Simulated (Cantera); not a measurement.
A closed system holds: 1 mol AlN, 0.69 mol H2, at 133 Pa.

These are equilibrium values from Cantera (NASA tables, ideal gas, pure condensed phases), not measurements of a reactor. Candidate condensed phases: Al, AlN; 13 gas species. Kinetics and transport are ignored.

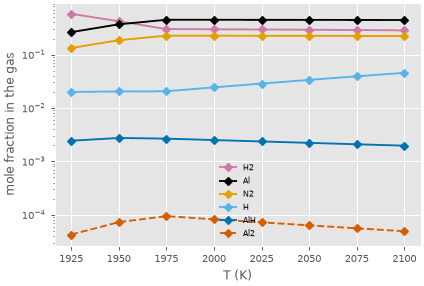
Figure: Equilibrium gas composition (values under 1e-9 drawn at 1e-9)

### Question
Read off the mole fractions at 1950 K.

### Answer
H2 about 0.42, Al about 0.37, N2 about 0.19, H about 0.020, AlH about 0.0027, Al2 about 7.2e-5.
